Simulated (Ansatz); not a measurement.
## Molecular dynamics of glassy 76SiO2-24MgO (mol %) (94 atoms)

Aim: follow glassy 76SiO2-24MgO (mol %) (94 atoms) for a short time with forces from DFT, then look at structure and electrons in the last frame.

Main program and level: Ansatz 0.2.0; Kohn-Sham DFT, RPBE, PAW (set soft_2), plane waves.

## 1. The structure

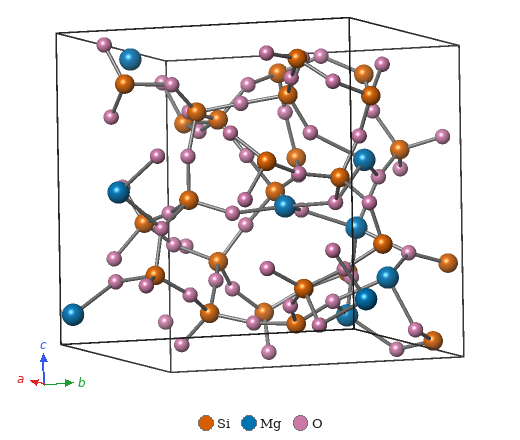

The cell as given, slightly off an axis (silicon orange, magnesium blue, oxygen pink). Bonds to atoms that aren't drawn are left out. Some periodic images of atoms are drawn too.

The cell holds 94 atoms: 26 Si, 8 Mg and 60 O. Cell: a = 10.793 Å, b = 10.793 Å, c = 10.793 Å, α = 90.0°, β = 90.0°, γ = 90.0°. 94 atoms (26 Si, 8 Mg, 60 O) placed at random at 2.34 g/cm³, melted at 4000 K for 10 ps at fixed volume with the Morse and Coulomb pair potential with partial charges (Pedone, Malavasi, Menziani, Cormack and Segre, J. Phys. Chem. B 110, 11780 (2006)). Quenched from 4000 K to 300 K at 50 K/ps and fixed volume, held 10 ps at zero pressure.

What the set-up can't give: The quench rate of 50 K/ps is orders of magnitude faster than experiment, which tends to freeze in extra defects. The starting topology of bonds comes from the classical model. Only the Γ point is sampled, in a cell whose shortest periodic width is 11 Å.

## 2. Single point at the start

The forces at the start show how far the geometry lies from a minimum of this functional.

The input, input.yaml:

```yaml
crystal:
  lattice:
    - [10.79285, 0.0, 0.0]
    - [0.0, 10.79285, 0.0]
    - [0.0, 0.0, 10.79285]
  atoms:
    - { symbol: Si, position: [0.38818, 0.31951, 0.76094] }
    - { symbol: Si, position: [0.1954, 0.4556, 0.92068] }
    - { symbol: Si, position: [0.16508, 0.11978, 0.77826] }
    - { symbol: Si, position: [0.11286, 0.99338, 0.29121] }
    [... 84 atom lines left out ...]
    - { symbol: O, position: [0.70746, 0.33384, 0.61372] }
    - { symbol: O, position: [0.93775, 0.27089, 0.1808] }
    - { symbol: O, position: [0.15217, 0.99572, 0.69388] }
    - { symbol: O, position: [0.02003, 0.1775, 0.79412] }
    - { symbol: O, position: [0.14884, 0.67604, 0.25794] }
    - { symbol: O, position: [0.54571, 0.69202, 0.68663] }
kpoints:
  mp_grid: { grid: [1, 1, 1] }
hamiltonian:
  xc: rpbe
scf:
  occupations: { method: fermi_dirac, width: 0.078 }
output:
  forces: true
```

Started as:

```bash
$ ansatz run input.yaml --threads 4 --pin off --max-ram 8192MiB --backend cpu --events-out ev --progress --plain --runs-dir out
```

Run time: 17 s. Hardware: 4 threads of Intel Xeon Platinum 8375C at 2.90GHz (Ice Lake), shared host; peak memory 1.6 GiB; 55 s of CPU time.

The run gave:

* free energy: -66268.9473 eV
* free energy per atom: -704.9888 eV/atom
* SCF cycles: 9
* r.m.s. force component: 1.3 eV/Å
* longest force: 6.052 eV/Å
* Fermi energy: 5.931 eV

The r.m.s. force component of 1.3 eV/Å sets the starting point.

Neighbours are counted within 2.08 Å (O-Si), 2.52 Å (O-Mg).

Length of the force by element and coordination:

```tsv
element	coordination	atoms	mean length of the force (eV/Å)	spread	least	most
Mg	all	8	0.992	0.235	0.592	1.36
Mg	3	3	1.04	0.229	0.834	1.36
Mg	4	5	0.962	0.234	0.592	1.32
O	all	60	1.78	0.931	0.288	4.18
O	2	47	1.78	0.930	0.288	4.11
O	3	13	1.79	0.935	0.551	4.18
Si	all	26	2.71	1.14	0.811	6.05
```

## 3. Dynamics at 900 K

A Nosé–Hoover thermostat steers the temperature while disturbing the dynamics little. The time step is 1.0 fs.

Edit input.yaml of step 2 so:

```diff
@@ -15 +15,8 @@
   forces: true
+md:
+  timestep: 1.0
+  n_steps: 190
+  ensemble: nvt_nose_hoover
+  temperature: 900
+  initial_velocities: maxwell_boltzmann
+  seed: 4711
```

Run time: 27 min. Hardware: 4 threads; peak memory 1.7 GiB; 1.5 h of CPU time.

The program notes that it switched symmetry off.

Rows from the run:

```tsv
time (fs)	T (K)	potential (meV/atom)	conserved (meV/atom)
0.0	900	0.0	0.00
13.0	837	8.2	0.00
25.0	638	34.4	0.13
38.0	606	39.6	0.15
51.0	859	9.5	0.06
63.0	778	22.7	0.13
76.0	853	16.2	0.11
89.0	881	15.9	0.08
101.0	872	19.8	0.06
114.0	737	39.7	0.13
127.0	840	29.0	0.10
139.0	870	27.3	0.09
152.0	829	34.5	0.14
165.0	809	38.8	0.18
177.0	788	43.0	0.16
190.0	941	24.9	0.06
```

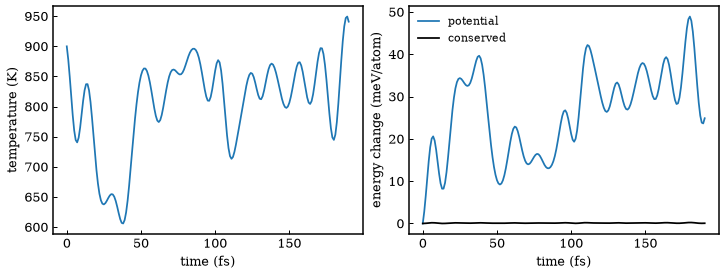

Temperature and energies against time.

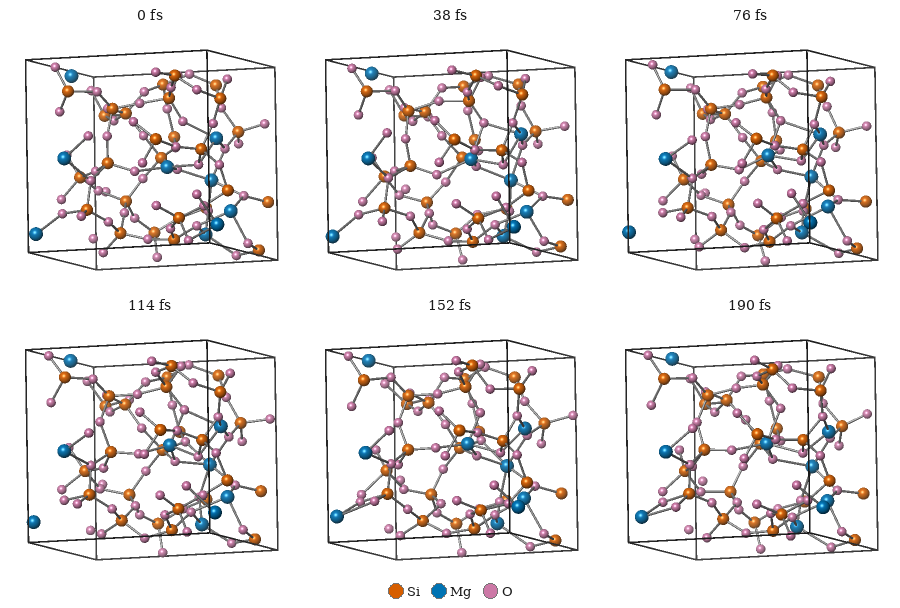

6 frames of the run. Bonds to atoms that aren't drawn are left out.

Mean square displacement from the first frame to the last: Si 0.090 Å², Mg 0.45 Å², O 0.21 Å².

Table of mean square displacement by time lag:

```tsv
time lag (fs)	Mg (Å²)	O (Å²)	Si (Å²)
1.0	8.3e-5	1.2e-4	7.2e-5
4.0	0.00132	0.00195	0.00112
12.0	0.0114	0.0153	0.00855
16.0	0.0196	0.0245	0.0133
24.0	0.0403	0.0437	0.0217
28.0	0.0520	0.0533	0.0249
32.0	0.0640	0.0631	0.0276
40.0	0.0879	0.0834	0.0325
44.0	0.0994	0.0933	0.0351
51.0	0.118	0.109	0.0403
55.0	0.129	0.116	0.0436
63.0	0.148	0.130	0.0506
67.0	0.156	0.137	0.0544
71.0	0.165	0.144	0.0582
79.0	0.180	0.158	0.0654
83.0	0.186	0.165	0.0685
91.0	0.199	0.176	0.0743
95.0	0.205	0.181	0.0771
```

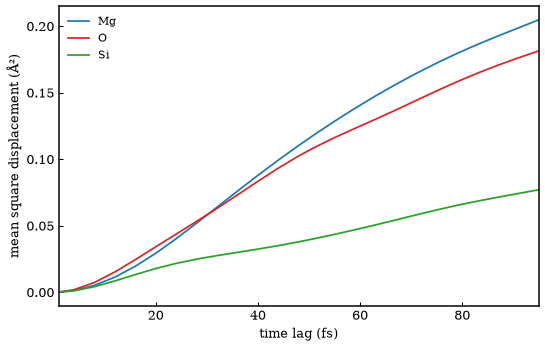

Mean square displacement, plotted against time lag.

Over the second half of 190 fs the temperature averages 829 K with swings of 50 K r.m.s. The conserved energy stays within 0.23 meV/atom. From first frame to last Mg has the largest mean square displacement, 0.45 Å² at the end; the farthest move is 0.95 Å. The count of bonds goes from 133 in the first frame to 134 in the last, by one set of cutoffs: 2 pairs passed out of them and 3 came within. The run spans 0.19 ps, too short for its means to be equilibrium values.

## 4. Distances and neighbours late in the run

The g(r) is a mean over the second half; what follows it is taken at the last frame.

Bonds before and after, by the cutoffs listed below:

```tsv
pair	bonds before	bonds after	mean before (Å)	mean after (Å)	spread before (Å)	spread after (Å)
O-Si	104	104	1.621	1.652	0.047	0.069
O-Mg	29	30	2.046	2.063	0.113	0.152
```

Density 2.49 g/cm³, 13.37 Å³ an atom.

Mean of 13 frames. g(r), total and by pair (bins of 0.2 Å):

```tsv
r (Å)	total	O-O	O-Si	O-Mg	Si-Si	Si-Mg	Mg-Mg
1.50	0.98	0.00	2.78	0.00	0.00	0.00	0.00
1.70	3.28	0.00	9.21	0.23	0.00	0.00	0.00
1.90	0.40	0.00	0.22	2.96	0.00	0.00	0.00
2.10	0.35	0.00	0.00	3.23	0.00	0.00	0.00
2.30	0.15	0.13	0.00	0.90	0.00	0.00	0.00
2.50	0.77	1.81	0.00	0.32	0.00	0.03	0.00
2.70	1.42	3.19	0.02	0.60	0.27	0.48	0.00
2.90	0.90	1.48	0.15	0.53	1.71	1.20	0.41
3.10	0.94	0.87	0.42	0.50	3.84	1.63	1.52
3.30	0.88	0.85	0.65	0.60	1.07	3.01	2.08
3.50	0.84	0.77	0.97	0.72	0.01	1.79	2.86
3.70	1.02	0.80	1.47	1.19	0.10	0.62	1.89
3.90	1.19	0.68	1.80	1.55	0.61	0.95	1.34
4.10	1.21	0.75	1.82	1.38	0.82	0.76	0.77
4.30	1.09	0.74	1.46	1.33	1.17	0.82	0.64
4.50	0.95	0.85	0.91	1.29	1.27	0.93	0.83
4.70	1.02	1.18	0.72	1.06	1.44	1.00	0.71
4.90	1.04	1.35	0.68	0.93	1.33	0.98	0.40
5.10	1.06	1.32	0.74	0.99	1.07	1.23	0.69
5.30	1.00	1.15	0.88	0.75	1.04	1.19	0.43
```

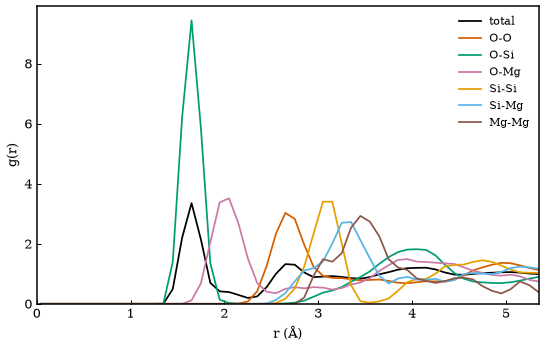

Pair distribution functions, lightly smoothed.

Bonds by pair of elements; cutoffs follow the first minimum of g(r), held within bounds set by covalent radii, and pairs that aren't listed don't count as bonded:

```tsv
pair A-B	cutoff (Å)	bonds	mean length (Å)	spread (Å)	shortest (Å)	B about A	A about B
O-Si	2.16	104	1.65	0.069	1.50	1.73	4
O-Mg	2.52	30	2.06	0.152	1.81	0.5	3.75
```

How many atoms have how many bonded neighbours:

```tsv
element	mean	2	3	4
Mg	3.75	0	2	6
O	2.23	46	14	0
Si	4	0	0	26
```

Bond angles, per cent of each kind in bins of 5°:

```tsv
angle (°)	O-Si-O	Si-O-Si	O-Mg-O	Mg-O-Si
65–70	0.0	0.0	4.8	0.0
70–75	0.0	0.0	2.4	0.0
75–80	0.0	0.0	4.8	0.0
80–85	0.0	0.0	2.4	0.0
85–90	1.3	0.0	4.8	2.7
90–95	3.9	0.0	9.5	5.4
95–100	9.0	0.0	11.9	8.1
100–105	14.1	0.0	7.1	8.1
105–110	25.0	0.0	9.5	5.4
110–115	24.4	4.5	7.1	8.1
115–120	14.1	2.3	9.5	16.2
120–125	5.1	13.6	9.5	8.1
125–130	2.6	4.5	0.0	10.8
130–135	0.6	15.9	0.0	8.1
135–140	0.0	13.6	0.0	2.7
140–145	0.0	9.1	7.1	0.0
145–150	0.0	13.6	2.4	5.4
150–155	0.0	9.1	0.0	5.4
155–160	0.0	4.5	0.0	2.7
160–165	0.0	6.8	4.8	2.7
165–170	0.0	0.0	2.4	0.0
170–175	0.0	2.3	0.0	0.0
```

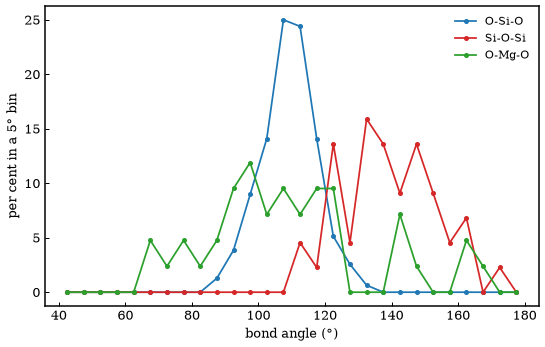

Distributions of the most common bond angles.

Bond angles (no mean is given where the spread exceeds 20°):

```tsv
angle	count	mean (°)	spread (°)
O-Si-O	156	109	8.3
Si-O-Si	44	139	14.2
O-Mg-O	42	-	-
Mg-O-Si	37	121	18.7
Mg-O-Mg	7	115	6.9
```

Oxygen atoms by the number of network formers (Si, P, Ge, B, Al, As, Ga) bound to them:

```tsv
network formers bound to O	O atoms	per cent
0	0	0
1	16	26.7
2	44	73.3
```

Network units: each former by its oxygen neighbours and how many of them bridge to another former:

```tsv
former	O neighbours	bridging O	atoms
Si	4	1	1
Si	4	3	13
Si	4	4	12
```

Bond length by coordination (bonds to H left out):

```tsv
element	coordination	atoms	mean bond length (Å)
Mg	3	2	2.05
Mg	4	6	2.07
O	2	46	1.67
O	3	14	1.90
```

Rings of the network by King's shortest-path rule, up to 12 atoms, one path for each pair of neighbours; H, halogens, alkali and alkaline-earth atoms are left out, and the last column divides by all other atoms, bonded or not:

```tsv
ring size (atoms)	rings	per network atom
8	4	0.047
10	4	0.047
12	8	0.093
```

For some of the pairs, g(r) has its first main peak near 2.7 Å (O-O), 1.6 Å (O-Si), 2.0 Å (O-Mg), 3.1 Å (Si-Si), 3.3 Å (Si-Mg) and 3.5 Å (Mg-Mg). With the cutoffs above, 75 % of Mg atoms have 4, 77 % of O atoms have 2 and all Si atoms have 4 bonded neighbours. The O-Si-O angle averages 109° with a spread of 8°. 73 % of the oxygens bridge two formers (Si) and 27 % are non-bridging. The commonest Si unit has 4 oxygens, 3 of them shared with other formers (13 of 26 atoms). Rings of 12 atoms are the most common (50 % of those counted); sizes run from 8 to 12, where the search stops.

## 5. Single point at the last frame

The last frame is solved again with fuller output, to read the electronic structure of a thermally displaced geometry.

The input, input.yaml:

```yaml
crystal:
  lattice:
    - [10.79285, 0.0, 0.0]
    - [0.0, 10.79285, 0.0]
    - [0.0, 0.0, 10.79285]
  atoms:
    - { symbol: Si, position: [0.35797, 0.3134, 0.7809] }
    - { symbol: Si, position: [0.16215, 0.44533, 0.92579] }
    - { symbol: Si, position: [0.14816, 0.11617, 0.78922] }
    - { symbol: Si, position: [0.12982, 0.97411, 0.28316] }
    [... 84 atom lines left out ...]
    - { symbol: O, position: [0.67955, 0.26798, 0.63928] }
    - { symbol: O, position: [0.93032, 0.23796, 0.17846] }
    - { symbol: O, position: [0.12568, 0.99991, 0.69534] }
    - { symbol: O, position: [0.01531, 0.19077, 0.80793] }
    - { symbol: O, position: [0.15123, 0.63585, 0.26289] }
    - { symbol: O, position: [0.56346, 0.68621, 0.70087] }
kpoints:
  mp_grid: { grid: [1, 1, 1] }
hamiltonian:
  xc: rpbe
scf:
  occupations: { method: fixed }
output:
  forces: true
  stress: true
  populations: intrinsic
  dos:
    method: { smearing: { sigma: 0.15 } }
    de: 0.1
    projected: { site_lists: { Mg: [Mg], O: [O], Si: [Si] } }
  eigenvalues: true
  write_density: true
  write_potential: true
  volumetric_format: npy
  elf: true
```

The job ended after 22 s (4 threads; peak memory 1.6 GiB).

Read from the output:

| Property | Result |
| --- | --- |
| free energy | -66266.6090 eV |
| free energy per atom | -704.9639 eV/atom |
| SCF cycles | 9 |
| pressure | 2.381 GPa |
| r.m.s. force component | 1.314 eV/Å |
| longest force | 5.762 eV/Å |
| Fermi energy | 3.977 eV |
| gap (highest filled to lowest empty level) | 3.191 eV |

Neighbours are counted within 2.16 Å (O-Si), 2.52 Å (O-Mg), the cutoffs taken from the dynamics.

Length of the force by element and coordination:

```tsv
element	coordination	atoms	mean length of the force (eV/Å)	spread	least	most
Mg	all	8	1.09	0.265	0.650	1.57
Mg	3	2	1.05	0.0203	1.03	1.07
Mg	4	6	1.11	0.305	0.650	1.57
O	all	60	1.71	0.986	0.155	5.55
O	2	46	1.78	1.07	0.155	5.55
O	3	14	1.49	0.602	0.690	2.52
Si	all	26	2.78	1.25	0.606	5.76
```

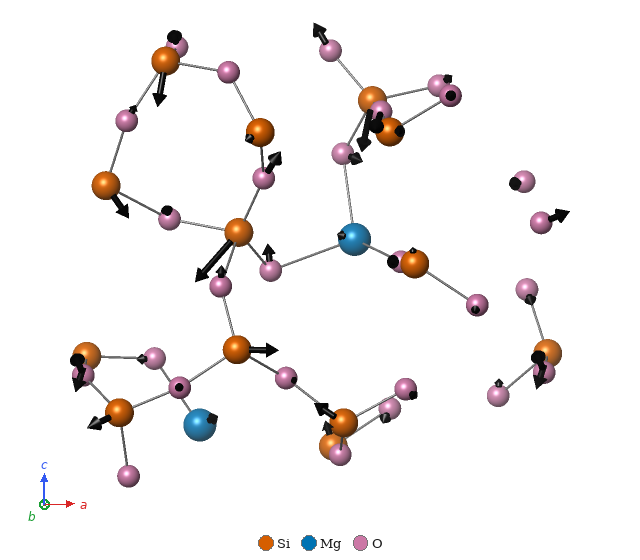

Forces as arrows; the longest in the cell is 5.76 eV/Å. Drawn is a slice 4 Å thick, seen along the normal of the ac plane. Bonds to atoms that aren't drawn are left out.

Intrinsic-atomic-orbital charges by element and coordination:

```tsv
element	coordination	atoms	mean charge (e)	spread	least	most
Mg	all	8	1.66	0.0131	1.63	1.67
Mg	3	2	1.66	2.0e-4	1.66	1.66
Mg	4	6	1.65	0.0141	1.63	1.67
O	all	60	-0.963	0.106	-1.20	-0.863
O	2	46	-0.937	0.0902	-1.15	-0.863
O	3	14	-1.05	0.110	-1.20	-0.908
Si	all	26	1.71	0.043	1.60	1.78
```

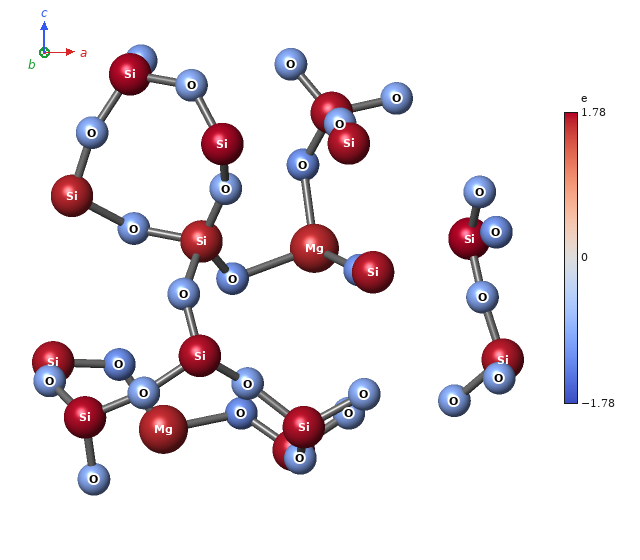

Atoms coloured by intrinsic-atomic-orbital charge. Drawn is a slice 4 Å thick, seen along the normal of the ac plane. Bonds to atoms that aren't drawn are left out.

Density of states as counts of states in windows of 1 eV (from the Fermi level), total and the larger projections:

```tsv
from (eV)	to (eV)	total	O p	Si p
-10	-9	10.5	7.1	0.7
-9	-8	16.4	11.4	1.6
-8	-7	20.0	14.8	3.1
-7	-6	24.6	18.7	4.5
-6	-5	34.6	27.3	4.4
-5	-4	50.1	42.7	3.7
-4	-3	61.4	55.6	2.7
-3	-2	65.9	61.9	1.7
-2	-1	42.0	39.9	0.9
-1	0	26.6	25.4	0.6
0	1	1.1	1.1	0.0
1	2	0.0	0.0	0.0
2	3	0.1	0.0	0.0
3	4	1.9	0.1	0.1
4	5	7.2	1.0	1.3
```

With fixed occupations the program's Fermi level is the highest filled level; weight inside the gap is the broadening of levels at its edges.

Between -26 and -10 eV lie 127 more states.

The stored curve holds about 480 of the 544 electrons; the rest, give or take the few that broadening carries across the Fermi level, lie in deeper levels below its range.

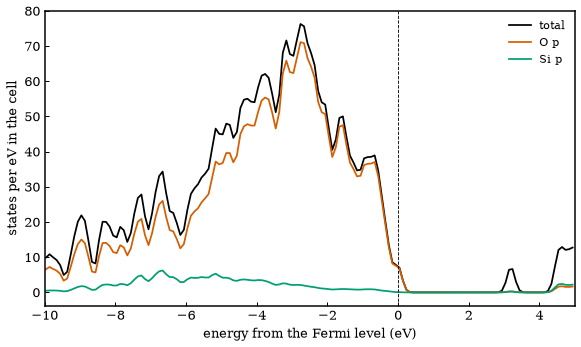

Total and projected density of states, with the broadening of the input.

The levels nearest the highest filled one (over half full), pooled over k-points and spins:

```tsv
level less the highest filled one (eV)	occupation
-0.590	2
-0.546	2
-0.440	2
-0.396	2
-0.256	2
0	2
3.19	0
4.51	0
4.64	0
4.81	0
4.97	0
5.12	0
```

Mean intrinsic-atomic-orbital charges: Mg +1.66, O -0.96, Si +1.71 e.

1 further run on a deliberately doubtful input is not shown.

## 6. What came out

```yaml
mean_temperature_second_half: 829.1 K
temperature_swing_second_half: 49.75 K
slope_of_the_conserved_energy_against_time_by_least_squares: 0.2204 meV/atom/ps
free_energy_per_atom: -704.9639 eV/atom
pressure: 2.381 GPa
r_m_s_force_component: 1.314 eV/Å
spacing_of_highest_filled_and_lowest_empty_level: 3.191 eV
wall_time_of_the_3_dft_runs: 27 min
```

**Reading.** Over the second half of 190 fs the temperature averages 829 K with swings of 50 K r.m.s. The conserved energy stays within 0.23 meV/atom. The count of bonds goes from 133 in the first frame to 134 in the last, by one set of cutoffs: 2 pairs passed out of them and 3 came within. The run spans 0.19 ps, too short for its means to be equilibrium values. With the cutoffs above, 75 % of Mg atoms have 4, 77 % of O atoms have 2 and all Si atoms have 4 bonded neighbours. 73 % of the oxygens bridge two formers (Si) and 27 % are non-bridging. Between filled and empty levels lie 3.19 eV (at Γ alone); a semilocal functional tends to put such gaps too low. In a disordered cell it changes from sample to sample, and tail or defect levels can set it.

What to keep in mind: The starting topology of bonds comes from the classical model; in DFT 2 of its 133 bonded pairs passed out of the cutoffs and 3 came within them. The stress is far from hydrostatic: its diagonal is -1.2, 2.8, 5.5 GPa, compression counted positive. The pressure of 2.4 GPa is that of one thermal frame at a volume set beforehand, without the kinetic term.

[Logs are printed without paths, hosts, clocks, repeated set-up lines and the standing remarks that a program may print on its own settings, such as how far it seeks lower states.]

[Hosts, paths, dates, database ids (printed as entryN), source tags and the programs' standing remarks are cut or masked in the printed files.]
